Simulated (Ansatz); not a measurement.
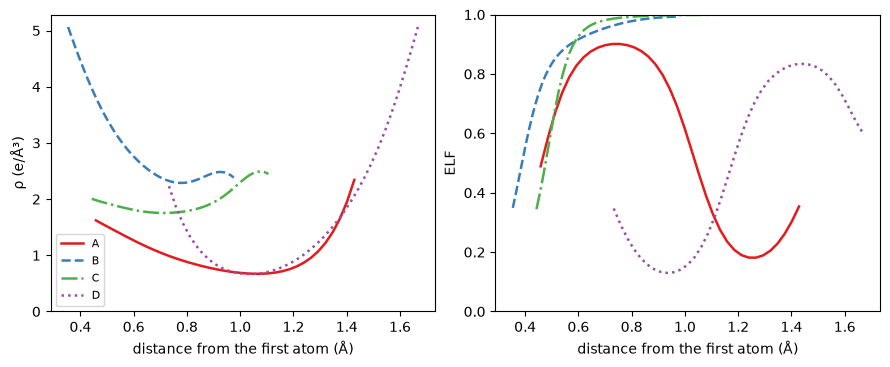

*CH$_{6}$OSn. Electron density and ELF along straight lines between neighbouring atoms. The curves leave out the atomic cores.*

Core potentials replace the inner electrons of Sn.

Computed with Ansatz, RKS PBE-D4/def2-SVP.

```xyz
9

Sn   -0.0470    0.0631    0.1221
H    -0.0416    0.0682    1.8617
H     1.5631   -0.1962   -0.4835
C    -1.0115    1.7954   -0.7247
H    -2.0890    1.5655   -0.8292
H    -0.8826    2.6753   -0.0666
H    -0.5853    2.0133   -1.7218
O    -1.2456   -1.4294   -0.5251
H    -0.8953   -2.2943   -0.2396
```

Q: Which curve belongs to which contact (C–H, C–Sn, O–H and Sn–O)? The first atom named is at distance zero.

A: Curve A: C–Sn (2.16 Å): the density is about 0.67 e/Å³ at the midpoint; the ELF peaks at about 0.90 in the valence shell of C, 0.8 Å from its nucleus, and drops to about 0.20 between the two atoms. Curve B: O–H (0.98 Å): ρ at the midpoint is about 3.5 e/Å³; the ELF climbs to about 1 towards the hydrogen, as it does in any bond to H; a covalent bond by its length. Curve C: C–H (1.11 Å): ρ is about 1.9 e/Å³ halfway; the ELF climbs to about 1 towards the hydrogen (a covalent bond by its length). Curve D: Sn–O (2.02 Å): ρ is about 0.67 e/Å³ halfway; the ELF peaks at about 0.85 in the valence shell of O, 0.6 Å from its nucleus, and drops to about 0.15 between the two atoms.
